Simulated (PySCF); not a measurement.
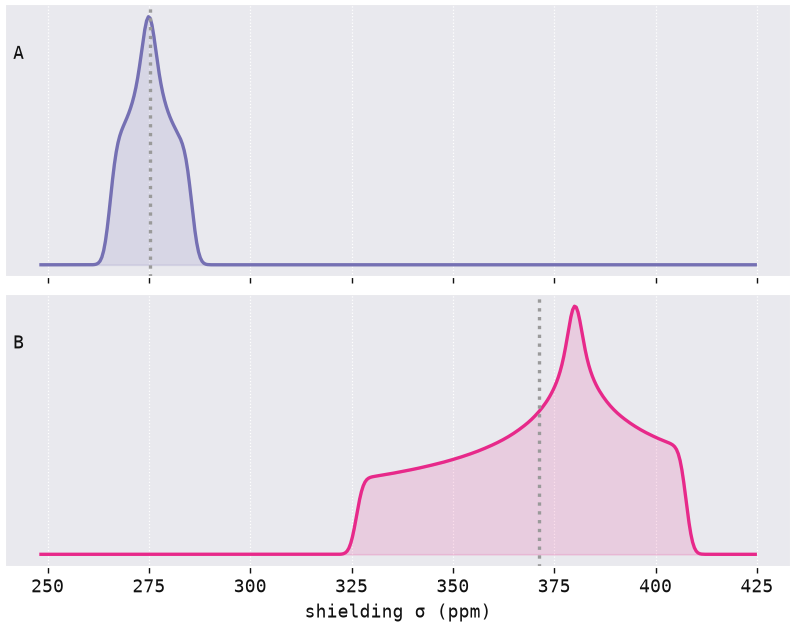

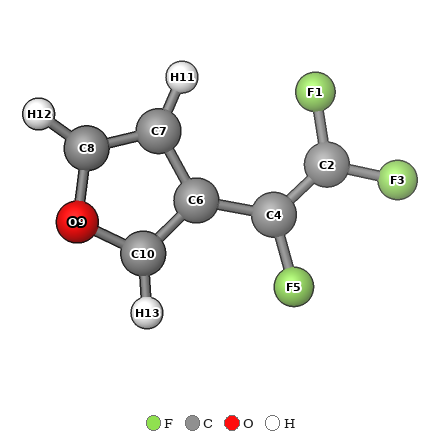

Static powder patterns (¹⁹F) from GIAO shielding tensors of C₆H₃F₃O, SMILES FC(F)=C(F)c1ccoc1, PBE0/pcSseg-1 in PySCF 2.14.0, at a GFN2-xTB geometry (no frequency check); absolute shielding, one fixed geometry of the isolated molecule without any motion, no dipolar terms. The dotted line is the isotropic value; skew is 3(σiso − σ22)/span.

**The panels belong to F3 and F5. Which is which?**

panel A: F3, σ11, σ22, σ33 = 265, 275, 286 ppm, isotropic 275, span 20 ppm, skew 0.05; panel B: F5, σ11, σ22, σ33 = 326, 380, 408 ppm, isotropic 371, span 81 ppm, skew −0.33.

Caveats: the tight-binding geometry is rougher than a DFT one and adds to the error; one conformer of a flexible molecule.
